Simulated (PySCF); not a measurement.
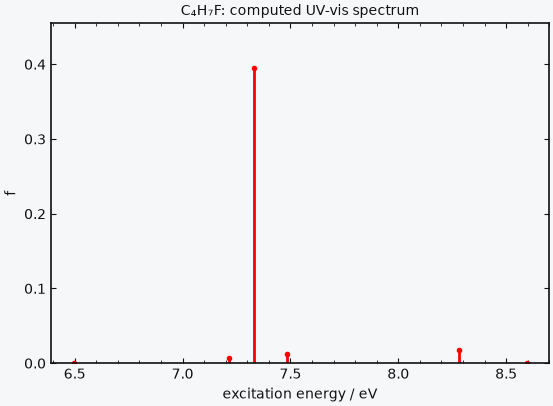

Computed absorption of C₄H₇F, SMILES CC(C)=CF. Vertical TDDFT excitations, PBE0/def2-SVPD, PySCF, at a GFN2-xTB geometry (no frequency check), gas phase. The lowest 6 singlet states are shown.

Question: Does any vertical transition fall in the visible?

Answer: No singlet lies below 3.1 eV (beyond 400 nm), so at this level no vertical transition falls in the visible.

Question: Which of the computed transitions is the brightest, and what character does the calculation give it?

Answer: S3 at 7.33 eV (169 nm), f = 0.396, mainly HOMO → LUMO (95 %).

Known limits of this run: states above the negative HOMO energy depend on the basis; the tight-binding geometry is rougher than a DFT one and adds to the error; core orbitals are frozen in the response.
